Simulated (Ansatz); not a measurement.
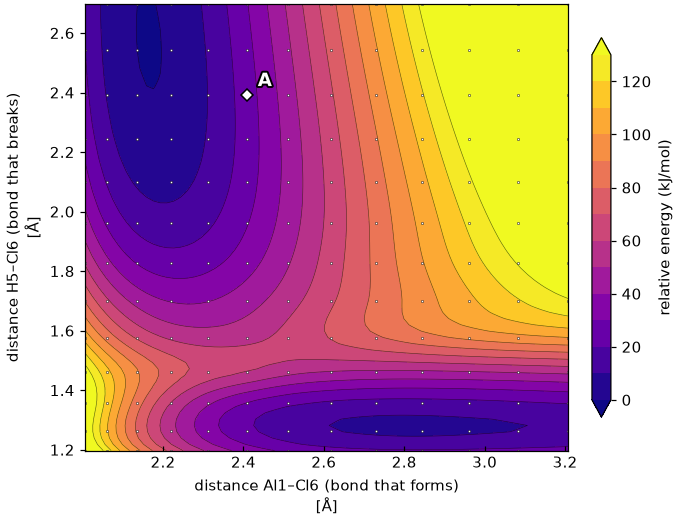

The reacting system AlClFH3 (fragments AlFH₂ + ClH where the first distance is long, AlClFH₃ where the second is long). First axis: distance Al1–Cl6 (bond that forms). Second axis: distance H5–Cl6 (bond that breaks). Relaxed at each point: all other coordinates. The scan uses a 13 × 13 grid. Points are written as (first, second). All energies are given in kJ/mol relative to the lowest grid point. The reference is spin-restricted, so regions where a bond is pulled apart into radicals lie too high. Level of theory: RHF/def2-SVP (Ansatz 0.2.0).

Drawn: filled contours, dots at the grid points, one colour for all values above the top of the scale, the point A. Between grid points the surface is interpolated.

Question: Which way does the force act at A, and how strong is it?

Answer: A, at (2.409 Å, 2.391 Å), is not a stationary point. The computed force is 180 kJ/mol for each Å towards smaller values of the first coordinate and 8.3 kJ/mol for each Å towards smaller values of the second coordinate.
